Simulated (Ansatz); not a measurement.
## Fe wire along [110], 23 atoms a period: bands along the axis

What gap, if any, does the Fe wire along [110], 23 atoms a period have, and how many channels would it open?

Program: Ansatz 0.2.0. Level of theory: DFT PBE, plane waves, PAW; relaxation of a wire's period; PAW set soft_1, in the first sound run; inputs show where later runs differ. Results are calculated unless marked as measured.

## (1) Starting point

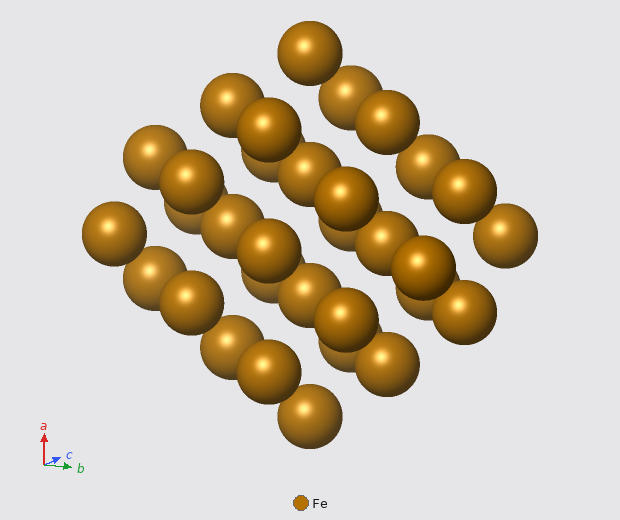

The cell as given, at a slant to the c axis (iron orange). Some periodic images of atoms are drawn too.

The cell holds 23 atoms: 23 Fe. Cell: a = 15.290 Å, b = 14.804 Å, c = 4.002 Å, α = 90.0°, β = 90.0°, γ = 90.0°. Vacuum lies along a and b. The structure's axis is c.

## (2) Relaxation of atoms and period

Band widths follow the bond lengths, so the wire is relaxed first. The atoms and the third cell vector are free; the box across stays fixed as vacuum. Moments are seeded so that a magnetic state can form if it lies lower. A Fermi-Dirac smearing is set since the result may be a metal. The pressure printed is a third of the stress's trace over the whole box, vacuum included; only the stress along the axis is relaxed.

input.yaml

```yaml
crystal:
  lattice:
    - [15.29, 0.0, 0.0]
    - [0.0, 14.804, 0.0]
    - [0.0, 0.0, 4.0022243815]
  atoms:
    - { symbol: Fe, position: [0.314911707, 0.500015157, 0.0], spin: 2.4 }
    - { symbol: Fe, position: [0.407455853, 0.364841407, 0.0], spin: 2.4 }
    - { symbol: Fe, position: [0.5, 0.229667657, 0.0], spin: 2.4 }
    - { symbol: Fe, position: [0.5, 0.500015157, 0.0], spin: 2.4 }
    - { symbol: Fe, position: [0.592544147, 0.364841407, 0.0], spin: 2.4 }
    - { symbol: Fe, position: [0.685088293, 0.500015157, 0.0], spin: 2.4 }
    - { symbol: Fe, position: [0.22236756, 0.500015157, 0.5], spin: 2.4 }
    - { symbol: Fe, position: [0.314911707, 0.364841407, 0.5], spin: 2.4 }
    - { symbol: Fe, position: [0.314911707, 0.635188907, 0.5], spin: 2.4 }
    - { symbol: Fe, position: [0.407455853, 0.229667657, 0.5], spin: 2.4 }
    - { symbol: Fe, position: [0.407455853, 0.500015157, 0.5], spin: 2.4 }
    - { symbol: Fe, position: [0.407455853, 0.770362656, 0.5], spin: 2.4 }
    - { symbol: Fe, position: [0.5, 0.364841407, 0.5], spin: 2.4 }
    - { symbol: Fe, position: [0.5, 0.635188907, 0.5], spin: 2.4 }
    - { symbol: Fe, position: [0.592544147, 0.229667657, 0.5], spin: 2.4 }
    - { symbol: Fe, position: [0.592544147, 0.500015157, 0.5], spin: 2.4 }
    - { symbol: Fe, position: [0.592544147, 0.770362656, 0.5], spin: 2.4 }
    - { symbol: Fe, position: [0.685088293, 0.364841407, 0.5], spin: 2.4 }
    - { symbol: Fe, position: [0.685088293, 0.635188907, 0.5], spin: 2.4 }
    - { symbol: Fe, position: [0.77763244, 0.500015157, 0.5], spin: 2.4 }
    - { symbol: Fe, position: [0.407455853, 0.635188907, 0.0], spin: 2.4 }
    - { symbol: Fe, position: [0.5, 0.770362656, 0.0], spin: 2.4 }
    - { symbol: Fe, position: [0.592544147, 0.635188907, 0.0], spin: 2.4 }
magnetization:
  spin_polarized: true
kpoints:
  mp_grid: { grid: [1, 1, 20] }
scf:
  occupations: { method: fermi_dirac, width: 0.05 }
hamiltonian:
  xc: pbe
  pseudopotentials: { kind: paw, azcp: { folder: soft_1 } }
relax:
  cell: { fix: [a, b, alpha, beta, gamma] }
  max_steps: 45
  f_tol: 0.03
```

Run with:

```bash
ansatz run input.yaml --threads 4 --pin off --max-ram 16384MiB --backend cpu --events-out ev --progress --plain --runs-dir out
```

Numbers of over 12 decimals in the logs are rounded to 6 here.

Output:

```text
Engine: ansatz 0.2.0, aarch64-unknown-linux-gnu
Pseudopotentials: kind: paw
Pseudopotential: Fe, paw, valence charge 16, recommended cutoff 420 eV (normal), soft_1/Fe.paw.azcp
Functional definition: PBE
  parameter kappa = 0.804
  parameter beta = 0.066725
  exchange = pbe_x(kappa = kappa, mu = beta*pi^2/3)
  correlation = pbe_c(beta = beta)
Crystal: 23 atoms, lattice volume = 905.916 Å³
Basis set: ecut = 420 eV, 17723 PW (Γ), exchange–correlation on 216×200×54 points (8 copies of the dense FFT grid, shifted against one another)
Bands: 254, of which v1, the nominal top of the filled ones, is band 184 counted from 1 (183 counted from 0)
Symmetry: 8 space group operations
Space group: Pmmm (ITA 47), of the structure as read, at distance tolerance 9.7e-5 Å
Magnetic group: BNS 47.249 (UNI 347), of the structure as read, at distance tolerance 9.7e-5 Å
k-points: 11 of 20
Non-local potential: Fe, projectors of the file, l = 0: 3, l = 1: 2, l = 2: 3, l = 3: 1
PAW form: soft (Blöchl's): semilocal exchange-correlation on the pseudo side does not see the compensation charge
PAW one-centre angular grid: Fe, 590 points (default); XC on 64 Gauss nodes
Initial density: superposition of atomic densities (neutral atoms: chi_scale 0, normalization atom)
Starting moments: Σ|m| = 55.2 μB on 23 of 23 sites
Initial wavefunctions: pseudopotential atomic-orbital guess
Functional: x = pbe(κ = 0.804, μ = 0.219515), c = pbe(β = 0.066725)
SCF iter   1: F=—  HF=-103023.550015 eV  |F-HF|=—  |Δ(HF+E_count)|=         —  Δρ=3.93e-2 (↑1.97e-2 ↓3.93e-2)  dr2=7.79e1  dr2_m=5.09e0  M=57.112 μB ∫|m|=57.624 μB  β_m=0.30  ethr=3.10e-3  ⟨swp⟩=7.9  Hψ=25897  notcnv=0  defer=394
Mixer restart at iter 1: flushing history
preconditioner: auto → LDOS  [metal: Δε(μ)=0.003 eV  Ē_g=5.652 eV  σ=0.050 eV  W_gap=0.02  n_scr=202 (ndim 8)  ℏωp=16.7 eV  f_vac=0.572  D(μ)=35.37/eV (n_scr^D=294)]
spin=Collinear: LDOS preconditioning applied to the charge; magnetization (m = ρ↑ − ρ↓) channel mixes plain (no charge-response kernel on spin).
SCF iter   2: F=—  HF=-103015.298079 eV  |F-HF|=—  |Δ(HF+E_count)|=    8.25e0  Δρ=2.62e-2 (↑2.62e-2 ↓2.23e-2)  dr2=1.39e1  dr2_m=3.99e0  M=58.603 μB ∫|m|=59.445 μB  β_m=0.38  ethr=3.10e-3  ⟨swp⟩=3.1  Hψ=10326  notcnv=0  defer=703
SCF iter   3: F=—  HF=-103025.360740 eV  |F-HF|=—  |Δ(HF+E_count)|=    1.01e1  Δρ=1.52e-2 (↑1.09e-2 ↓1.52e-2)  dr2=4.79e-1  dr2_m=1.32e0  M=59.147 μB ∫|m|=60.421 μB  β_m=0.44  ethr=3.10e-3  ⟨swp⟩=2.9  Hψ=9678  notcnv=0  defer=705
SCF iter   4: F=—  HF=-103029.044347 eV  |F-HF|=—  |Δ(HF+E_count)|=    3.68e0  Δρ=9.98e-3 (↑9.98e-3 ↓8.04e-3)  dr2=1.99e-1  dr2_m=6.41e-1  M=60.092 μB ∫|m|=61.796 μB  β_m=0.72  ethr=1.30e-4  ⟨swp⟩=3.2  Hψ=10439  notcnv=0  defer=705
SCF iter   5: F=—  HF=-103030.918540 eV  |F-HF|=—  |Δ(HF+E_count)|=         —  Δρ=5.39e-3 (↑5.39e-3 ↓4.39e-3)  dr2=4.72e-1  dr2_m=1.27e-1  M=61.939 μB ∫|m|=64.329 μB  β_m=0.72  ethr=5.42e-5  ⟨swp⟩=3.1  Hψ=11965  notcnv=0  defer=704
SCF iter   6: F=—  HF=-103030.847423 eV  |F-HF|=—  |Δ(HF+E_count)|=   7.11e-2  Δρ=2.21e-3 (↑1.88e-3 ↓2.21e-3)  dr2=5.41e-2  dr2_m=1.90e-2  M=61.901 μB ∫|m|=64.461 μB  β_m=0.70  ethr=5.42e-5  ⟨swp⟩=2.6  Hψ=9896  notcnv=0  defer=704
SCF iter   7: F=—  HF=-103030.889024 eV  |F-HF|=—  |Δ(HF+E_count)|=   4.16e-2  Δρ=1.20e-3 (↑1.20e-3 ↓9.96e-4)  dr2=6.97e-3  dr2_m=8.22e-3  M=62.026 μB ∫|m|=64.499 μB  β_m=0.74  ethr=1.47e-5  ⟨swp⟩=2.0  Hψ=9546  notcnv=0  defer=704
SCF iter   8: F=—  HF=-103030.889400 eV  |F-HF|=—  |Δ(HF+E_count)|=   3.76e-4  Δρ=6.55e-4 (↑5.01e-4 ↓6.55e-4)  dr2=6.83e-3  dr2_m=1.19e-3  M=62.089 μB ∫|m|=64.581 μB  β_m=0.72  ethr=1.89e-6  ⟨swp⟩=3.4  Hψ=11300  notcnv=0  defer=704
SCF iter   9: F=—  HF=-103030.889467 eV  |F-HF|=—  |Δ(HF+E_count)|=   6.75e-5  Δρ=2.85e-4 (↑2.85e-4 ↓1.72e-4)  dr2=1.30e-3  dr2_m=1.39e-4  M=62.102 μB ∫|m|=64.609 μB  β_m=0.63  ethr=1.86e-6  ⟨swp⟩=2.1  Hψ=9330  notcnv=0  defer=704
SCF iter  10: F=—  HF=-103030.889154 eV  |F-HF|=—  |Δ(HF+E_count)|=   3.13e-4  Δρ=8.94e-5 (↑8.94e-5 ↓7.15e-5)  dr2=1.44e-4  dr2_m=3.06e-5  M=62.104 μB ∫|m|=64.609 μB  β_m=0.67  ethr=3.53e-7  ⟨swp⟩=2.0  Hψ=7836  notcnv=0  defer=704
SCF iter  11: F=—  HF=-103030.889190 eV  |F-HF|=—  |Δ(HF+E_count)|=   3.59e-5  Δρ=4.54e-5 (↑4.54e-5 ↓2.75e-5)  dr2=2.28e-5  dr2_m=5.81e-6  M=62.108 μB ∫|m|=64.611 μB  β_m=0.70  ethr=3.92e-8  ⟨swp⟩=2.2  Hψ=7749  notcnv=0  defer=704
SCF iter  12: F=—  HF=-103030.889192 eV  |F-HF|=—  |Δ(HF+E_count)|=   1.15e-6  Δρ=2.64e-5 (↑2.64e-5 ↓1.48e-5)  dr2=7.58e-6  dr2_m=1.60e-6  M=62.109 μB ∫|m|=64.611 μB  β_m=0.65  ethr=6.20e-9  ⟨swp⟩=2.7  Hψ=9133  notcnv=0  defer=704
SCF iter  13: F=—  HF=-103030.889191 eV  |F-HF|=—  |Δ(HF+E_count)|=   5.16e-7  Δρ=1.25e-5 (↑1.25e-5 ↓7.46e-6)  dr2=1.80e-6  dr2_m=2.96e-7  M=62.111 μB ∫|m|=64.613 μB  β_m=0.56  ethr=2.06e-9  ⟨swp⟩=2.2  Hψ=9566  notcnv=0  defer=704
SCF iter  14: F=—  HF=-103030.889191 eV  |F-HF|=—  |Δ(HF+E_count)|=   2.06e-7  Δρ=3.86e-6 (↑3.86e-6 ↓3.69e-6)  dr2=1.20e-7  dr2_m=8.61e-8  M=62.110 μB ∫|m|=64.612 μB  β_m=0.71  ethr=4.90e-10  ⟨swp⟩=2.9  Hψ=9723  notcnv=0  defer=704
SCF iter  15: F=—  HF=-103030.889191 eV  |F-HF|=—  |Δ(HF+E_count)|=   1.53e-7  Δρ=2.38e-6 (↑2.03e-6 ↓2.38e-6)  dr2=9.28e-8  dr2_m=1.30e-8  M=62.110 μB ∫|m|=64.612 μB  β_m=0.64  ethr=3.27e-11  ⟨swp⟩=2.5  Hψ=10030  notcnv=0  defer=704
SCF iter  16: F=-103030.889191 eV  HF=-103030.889191 eV  |F-HF|=3.40e-8  |Δ(HF+E_count)|=   7.80e-9  Δρ=1.11e-6 (↑7.91e-7 ↓1.11e-6)  dr2=3.83e-8  dr2_m=1.67e-9  M=62.110 μB ∫|m|=64.612 μB  ethr=2.52e-11  ⟨swp⟩=2.5  Hψ=18267  notcnv=0
SCF 1 converged in 16 iterations: F = -103030.889191 eV  dr2 = 3.83e-8
  greatest PAW one-centre occupation: 1.002 electrons in one spin orbital (limit 2), on the Fe atom at site 19 (counted from 0), in its partial waves of l = 1
relax step   1: F+E_penalty+E_count = -103030.88919097 eV  Δ(F+E_penalty+E_count) = +0.000e0 eV  max|allowed force component| = 9.715e-1 eV/Å  Δτ_max = 0.0000 Å  P = -1.502 GPa  Ω = 905.916 Å³  fix = [a, b, alpha, beta, gamma]  reactions: a -0.802, b -1.514 GPa  (16 SCF iters, dr2 threshold 1.00e-7 eV, accepted)
Crystal: 23 atoms, lattice volume = 893.459 Å³
Basis set: ecut = 420 eV, 17551 PW (Γ), exchange–correlation on 216×200×54 points (8 copies of the dense FFT grid, shifted against one another)
Initial density: handed on by an earlier stage of this run
Starting moments: Σ|m| = 55.2 μB on 23 of 23 sites; this step starts from the density that it was given
Initial wavefunctions: those handed on with the density
iter 1 solved again at ethr=1.33e-4 eV; its pass at ethr=3.10e-3 eV (dr2=4.89e-1 eV) is discarded
[...]
SCF iter   4: F=—  HF=-103031.629723 eV  |F-HF|=—  |Δ(HF+E_count)|=   3.50e-6  Δρ=1.53e-5 (↑1.53e-5 ↓9.72e-6)  dr2=6.42e-6  dr2_m=6.83e-7  M=60.789 μB ∫|m|=63.153 μB  β_m=0.50  ethr=2.81e-9  ⟨swp⟩=2.1  Hψ=8666  notcnv=0
SCF iter   5: F=—  HF=-103031.629727 eV  |F-HF|=—  |Δ(HF+E_count)|=   4.21e-6  Δρ=7.88e-6 (↑7.88e-6 ↓5.54e-6)  dr2=8.12e-7  dr2_m=2.54e-7  M=60.787 μB ∫|m|=63.151 μB  β_m=0.63  ethr=1.75e-9  ⟨swp⟩=2.1  Hψ=7554  notcnv=0
SCF iter   6: F=—  HF=-103031.629729 eV  |F-HF|=—  |Δ(HF+E_count)|=   1.98e-6  Δρ=3.75e-6 (↑3.75e-6 ↓2.78e-6)  dr2=1.74e-7  dr2_m=5.11e-8  M=60.786 μB ∫|m|=63.150 μB  β_m=0.69  ethr=2.21e-10  ⟨swp⟩=3.0  Hψ=10805  notcnv=0
SCF iter   7: F=—  HF=-103031.629729 eV  |F-HF|=—  |Δ(HF+E_count)|=   2.60e-9  Δρ=1.61e-6 (↑1.61e-6 ↓9.26e-7)  dr2=7.41e-8  dr2_m=3.85e-9  M=60.785 μB ∫|m|=63.150 μB  β_m=0.59  ethr=4.73e-11  ⟨swp⟩=2.2  Hψ=9694  notcnv=0
SCF iter   8: F=—  HF=-103031.629729 eV  |F-HF|=—  |Δ(HF+E_count)|=   7.81e-9  Δρ=4.44e-7 (↑4.44e-7 ↓3.24e-7)  dr2=2.53e-9  dr2_m=5.17e-10  M=60.785 μB ∫|m|=63.150 μB  β_m=0.56  ethr=2.01e-11  ⟨swp⟩=2.1  Hψ=7703  notcnv=0
SCF iter   9: F=—  HF=-103031.629729 eV  |F-HF|=—  |Δ(HF+E_count)|=   4.47e-8  Δρ=2.12e-7 (↑2.12e-7 ↓1.91e-7)  dr2=4.18e-10  dr2_m=2.03e-10  M=60.785 μB ∫|m|=63.150 μB  β_m=0.63  ethr=1.00e-12  ⟨swp⟩=3.0  Hψ=9600  notcnv=0
SCF iter  10: F=—  HF=-103031.629729 eV  |F-HF|=—  |Δ(HF+E_count)|=  2.91e-10  Δρ=1.04e-7 (↑7.35e-8 ↓1.04e-7)  dr2=6.07e-11  dr2_m=4.55e-11  M=60.785 μB ∫|m|=63.150 μB  β_m=0.73  ethr=1.00e-12  ⟨swp⟩=1.9  Hψ=6223  notcnv=0
SCF iter  11: F=-103031.629729 eV  HF=-103031.629729 eV  |F-HF|=2.76e-10  |Δ(HF+E_count)|=  3.93e-10  Δρ=8.89e-8 (↑7.52e-8 ↓8.89e-8)  dr2=1.58e-10  dr2_m=1.70e-11  M=60.785 μB ∫|m|=63.150 μB  ethr=1.00e-12  ⟨swp⟩=3.0  Hψ=17920  notcnv=0
SCF 7 converged in 11 iterations: F = -103031.629729 eV  dr2 = 1.58e-10
relax step   7: F+E_penalty+E_count = -103031.62972875 eV  Δ(F+E_penalty+E_count) = +1.693e-2 eV  max|allowed force component| = 2.195e-2 eV/Å  Δτ_max = 0.0000 Å  P = -0.007 GPa  Ω = 867.061 Å³  fix = [a, b, alpha, beta, gamma]  reactions: a +0.001, b -0.020 GPa  stress off target by 1.80e-3 GPa on what of the cell is left free  SCF on the basis re-selected at this cell (its energy is not comparable with the rows above)  (11 SCF iters)
basis re-selected at this cell: Δ(F+E_penalty+E_count) = +1.693e-2 eV, ΔP = +0.008 GPa vs the last step (what re-selecting the basis moved, of the pressure what is left beyond the Pulay correction that the steps carried, after the strain that the cell walked since its last selection, with what the two solves' SCF thresholds leave and, on support functions, any second-order correction that the steps lacked; it is no m [...]
SCF converged after 11 iterations
Magnetization: 60.7853 μB (214.3927 up, 153.6073 down)
Absolute magnetization: 63.1562 μB (∫|ρ↑−ρ↓|, with the PAW one-centre terms)
Spin contamination: 1.0129 ħ² per cell (⟨S²⟩ above its minimum at these occupations)
Per-site moments (μB) at R_I (Å): [(2.425049, 0.975864), (2.487152, 1.000905), (2.526318, 0.983845), (2.325366, 0.998257), (2.487152, 1.000905), (2.425049, 0.975864), (2.709501, 0.964310), (2.742153, 0.964310), (2.742153, 0.964310), (2.807512, 0.979852), (2.256690, 0.997432), (2.807512, 0.979852), (2.321829, 0.979852), (2.321829, 0.979852), (2.807512, 0.979852), (2.256690, 0.997432), (2.807512, 0.979852), (2.742153, 0.964310), (2.742153, 0.964310), (2.709501, 0.964310), (2.487152, 1.000905), (2.526318, 0.983845), (2.487152, 1.000905)]
Free energy (F): -103031.629729 eV
Harris-Foulkes:  -103031.629729 eV  (|F-HF|=2.76e-10)
Internal energy: -103031.481474 eV  (E = F + TS)
E sigma→0 (E₀):  -103031.555601 eV
Entropy (-TS):   -0.148255 eV (-6.446 meV/atom)
Fermi energy:    3.028289 eV
--- Per-component energies (eV) ---
  E_band       = -10548.151320
  E_kinetic    = 7582.905560
  E_local      = -328496.304566  (includes V_loc(G=0)·N_el)
  E_nonlocal   = 6733.303375
  E_hartree    = 157214.388961
  E_xc         = -2513.500413
  E_vxc        = -3225.846157  (∫ρ·V_xc dr)
  E_paw        = -31837.926654  (= ΣΔE_a)
  E_vpaw       = -7570.965693  (= ΣTr[D̂ρ^β])
  E_aug_tail   = -0.022663  (compensation charges beyond the density's cutoff)
  E_ewald      = 88285.674927
  E_smearing   = -0.148255  (= −TS)
  E_closure    = 0.000000  (closes the sum)
  Σ components = -103031.629729   (vs F -103031.629729, Δ=0.00e0)
--- Forces (eV/Å), atoms counted from 1 ---
  atom   1  Fe     0.00249884    -0.00000000    -0.00000000
  atom   2  Fe    -0.00211327    -0.00547337     0.00000000
  atom   3  Fe    -0.00000000     0.00763215     0.00000000
  atom   4  Fe     0.00000000     0.00000000     0.00000000
  atom   5  Fe     0.00211327    -0.00547337    -0.00000000
  atom   6  Fe    -0.00249884     0.00000000     0.00000000
  atom   7  Fe     0.00027396     0.00000000    -0.00000000
  atom   8  Fe     0.00287745    -0.00437750    -0.00000000
  atom   9  Fe     0.00287745     0.00437750    -0.00000000
  atom  10  Fe    -0.00326140    -0.00147547     0.00000000
  atom  11  Fe    -0.00763221    -0.00000000     0.00000000
  atom  12  Fe    -0.00326140     0.00147547     0.00000000
  atom  13  Fe    -0.00000000     0.02194698     0.00000000
  atom  14  Fe     0.00000000    -0.02194698    -0.00000000
  atom  15  Fe     0.00326140    -0.00147547    -0.00000000
  atom  16  Fe     0.00763221    -0.00000000    -0.00000000
  atom  17  Fe     0.00326140     0.00147547    -0.00000000
  atom  18  Fe    -0.00287745    -0.00437750     0.00000000
  atom  19  Fe    -0.00287745     0.00437750     0.00000000
  atom  20  Fe    -0.00027396    -0.00000000     0.00000000
  atom  21  Fe    -0.00211327     0.00547337     0.00000000
  atom  22  Fe     0.00000000    -0.00763215    -0.00000000
  atom  23  Fe     0.00211327     0.00547337    -0.00000000
  max |Σ_I F_I| component: 4.34e-18 eV/Å
--- Stress (GPa, compression-positive) ---
        0.000669       0.000000       0.000000
        0.000000      -0.020151       0.000000
        0.000000       0.000000      -0.001800
  P = ⅓ Tr σ = -0.0071 GPa (-0.071 kbar)
--- Relaxed structure (6 steps of the walk, 6 accepted, 1 SCFs on fresh bases) ---
  F+E_penalty+E_count = -103031.62972875 eV   max|allowed force component| = 2.195e-2 eV/Å   (the final SCF, on the basis selected at the relaxed cell)
  cell:  # Å, volume = 867.0613 Å³
    - [15.29, 0, 0]
    - [0, 14.804, 0]
    - [0, 0, 3.830569]
  atoms:
    - { symbol: Fe, position: [0.306722, 0.500015, 0] }
    - { symbol: Fe, position: [0.402705, 0.361724, 0] }
    - { symbol: Fe, position: [0.500000, 0.232194, 0] }
    - { symbol: Fe, position: [0.500000, 0.500015, 0] }
    - { symbol: Fe, position: [0.597295, 0.361724, 0] }
    - { symbol: Fe, position: [0.693278, 0.500015, 0] }
    - { symbol: Fe, position: [0.215901, 0.500015, 0.500000] }
    - { symbol: Fe, position: [0.304880, 0.371600, 0.500000] }
    - { symbol: Fe, position: [0.304880, 0.628430, 0.500000] }
    - { symbol: Fe, position: [0.407230, 0.238341, 0.500000] }
    - { symbol: Fe, position: [0.403254, 0.500015, 0.500000] }
    - { symbol: Fe, position: [0.407230, 0.761689, 0.500000] }
    - { symbol: Fe, position: [0.500000, 0.367049, 0.500000] }
    - { symbol: Fe, position: [0.500000, 0.632981, 0.500000] }
    - { symbol: Fe, position: [0.592770, 0.238341, 0.500000] }
    - { symbol: Fe, position: [0.596746, 0.500015, 0.500000] }
    - { symbol: Fe, position: [0.592770, 0.761689, 0.500000] }
    - { symbol: Fe, position: [0.695120, 0.371600, 0.500000] }
    - { symbol: Fe, position: [0.695120, 0.628430, 0.500000] }
    - { symbol: Fe, position: [0.784099, 0.500015, 0.500000] }
    - { symbol: Fe, position: [0.402705, 0.638306, 0] }
    - { symbol: Fe, position: [0.500000, 0.767836, 0] }
    - { symbol: Fe, position: [0.597295, 0.638306, 0] }
```

The job ended after 29 min (4 threads of Arm Neoverse V1, shared host; peak memory 6.2 GiB; 1.9 h of CPU time).

[end of part 1 of 2]

[Logs are printed without paths, hosts, clocks, repeated set-up lines and the standing remarks that a program may print on its own settings, such as how far it seeks lower states.]

[Hosts, paths, dates, database ids (printed as entryN), source tags and the programs' standing remarks are cut or masked in the printed files.]
